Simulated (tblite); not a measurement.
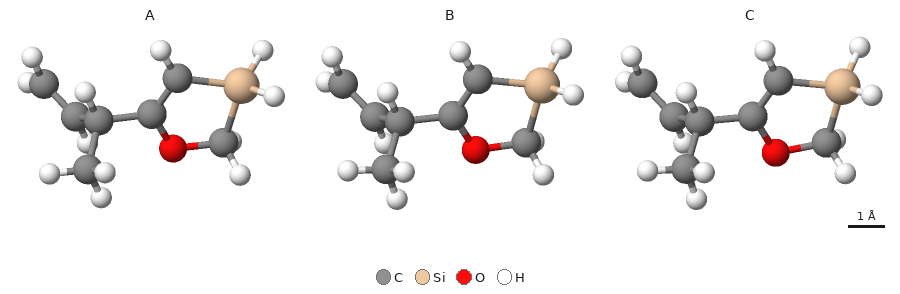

3 geometries from one relaxation of C7H12OSi, in shuffled order. Style: ball-and-stick. Shown at a tilt.

The calculation used GFN2-xTB geometry optimisation, gas phase in tblite 0.8.0. 

### Order the frames from highest to lowest energy.

C, B, A. They are steps 0, 7, 40, at +0.266 eV, +0.031 eV relative to the last. The energy falls by 0.266 eV in 40 geometry steps. An H atom moves most after the best rigid fit: 0.16 Å. By element the largest moves are H 0.16 Å, O 0.15 Å, C 0.09 Å, Si 0.04 Å. Among the contacts that change: C–O 1.414 → 1.347 Å, C–Si 1.879 → 1.923 Å, C–C 1.531 → 1.502 Å, H–Si 1.494 → 1.467 Å. Among the angles between lasting bonds that change: Si–C–H 121.7° → 129.2°, C–C–H 126.5° → 120.8°, C–Si–H 111.8° → 116.8°.
